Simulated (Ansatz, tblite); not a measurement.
# The cluster In3P2Cl3: a ladder of methods and basis sets

How do method and basis change the picture of the cluster In3P2Cl3 (singlet)?

The runs use Ansatz 0.2.0, Gaussian basis; as each input shows.

Plan: GFN1-xTB, GFN2-xTB, PBE-D4/def2-TZVP, r2SCAN-D4/def2-TZVP, B2PLYP/def2-TZVP, BLYP-D4/def2-TZVP, CAM-B3LYP-D4/def2-TZVP, PBE+10HF/def2-SVP, PBE+15HF/def2-SVP, PBE+40HF/def2-SVP, PBE-D4/def2-SVP, PBE0-D4/def2-SVP, PBE0-D4/def2-TZVPD, PBE-D4/def2-TZVPD, B2PLYP/def2-TZVPD, CCSD(T)/def2-SVP, MP2/def2-TZVP, RPA/def2-TZVP.

3 further runs of the same task are left out: 3 set aside as unsound or not needed.

### Step 1. The relaxed structure

The singlet was relaxed beforehand with PBE-D4/def2-SVP. At that level it is the lowest of the isomers that a small search found.

8 atoms, charge 0, spin multiplicity 1.

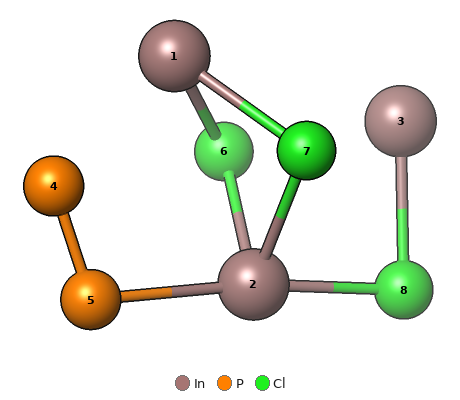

The structure; indium brown, phosphorus orange, chlorine green; atoms are numbered from 1 in the order of the file.

In takes a core potential in the def2 sets. No spin-orbit coupling is included.

PBE0-D4/def2-TZVP was run before; its log isn't repeated, and its numbers join the tables.

### Step 2. GFN1-xTB

Tight binding, by tblite at 300 K electronic temperature and without a spin-polarisation term:

```python
tblite.interface.Calculator('GFN1-xTB', numbers, positions, charge=0, uhf=0).singlepoint()
```

Energy -624.3325 eV, HOMO -10.35 eV, LUMO -8.41 eV; 0.036 s.

### Step 3. GFN2-xTB

Tight binding, by tblite at 300 K electronic temperature and without a spin-polarisation term:

```python
tblite.interface.Calculator('GFN2-xTB', numbers, positions, charge=0, uhf=0).singlepoint()
```

Energy -618.8226 eV, HOMO -9.76 eV, LUMO -8.20 eV; 0.041 s.

### Step 4. PBE-D4/def2-TZVP

start.molden holds the orbitals of an earlier run on this state, given as this run's starting guess.

The input, in.yaml:

```yaml
crystal:
  periodic: [false, false, false]
  atoms:
    - {symbol: In, position_ang: [1.226558, -0.259351, 2.137307]}
    - {symbol: In, position_ang: [-0.901070, -0.239383, -1.195105]}
    - {symbol: In, position_ang: [1.059521, 2.842556, -0.571506]}
    - {symbol: P, position_ang: [-0.298439, -2.813584, 1.652449]}
    - {symbol: P, position_ang: [-1.392575, -2.803983, 0.027346]}
    - {symbol: Cl, position_ang: [-0.858881, 1.298723, 1.100256]}
    - {symbol: Cl, position_ang: [1.791441, -0.038354, -0.596177]}
    - {symbol: Cl, position_ang: [-0.626546, 2.013376, -2.554570]}
basis:
  gaussian: {orbitals: def2-TZVP, initial_orbitals: start.molden}
hamiltonian: {xc: pbe, dispersion: d4}
scf: {omitted_lower_state_checks: [starts]}
output: {orbitals: {seedname: orbitals}}
```

The run is started by

```
ansatz run in.yaml --threads 2 --pin off --events-out ev --progress --plain --max-ram 32768MiB --backend cuda --devices 0, --max-vram 18GiB
```

Further steps of the session: r2SCAN-D4/def2-TZVP; B2PLYP/def2-TZVP; BLYP-D4/def2-TZVP; CAM-B3LYP-D4/def2-TZVP; PBE+10HF/def2-SVP; PBE+15HF/def2-SVP; PBE+40HF/def2-SVP; PBE-D4/def2-SVP; PBE0-D4/def2-SVP; PBE0-D4/def2-TZVPD; PBE-D4/def2-TZVPD; B2PLYP/def2-TZVPD; CCSD(T)/def2-SVP; MP2/def2-TZVP; RPA/def2-TZVP.

Before running them: what should the planned runs give, taken together? Wanted: gap in def2-TZVP, named functionals, smallest and largest; gap over the share of exact exchange; correlation energy, CCSD(T)/def2-SVP; correlation energy, MP2/def2-TZVP; binding an atom, CCSD(T)/def2-SVP; PBE0 total energy, smallest basis above largest.

The runs gave:

| quantity | value |
| --- | --- |
| gap in def2-TZVP, named functionals, smallest and largest | 1.71 eV (PBE-D4), 4.93 eV (CAM-B3LYP-D4) |
| gap over the share of exact exchange | 1.74 eV at 0, 3.88 eV at 0.4 |
| correlation energy, CCSD(T)/def2-SVP | -26.29 eV |
| correlation energy, MP2/def2-TZVP | -46.35 eV |
| binding an atom, CCSD(T)/def2-SVP | 2.284 eV |
| PBE0 total energy, smallest basis above largest | 19.35 eV (def2-SVP, def2-TZVPD) |

Over the named functionals in def2-TZVP the gap runs from 1.71 eV (PBE-D4) to 4.93 eV (CAM-B3LYP-D4); exact exchange widens it. Raising the share of exact exchange from 0 to 0.4 moves the HOMO by -1.17 eV and the LUMO by +0.96 eV. The functionals in def2-TZVP miss CCSD(T)/def2-SVP by +0.234 (CAM-B3LYP-D4) to +0.457 eV (PBE-D4) an atom. The yardstick is in a double-zeta basis, so levels in larger sets aren't compared like for like. The reference is CCSD(T) in one finite basis, so it carries an error of its own, often a tenth of an eV or more, and near misses can't be ranked.
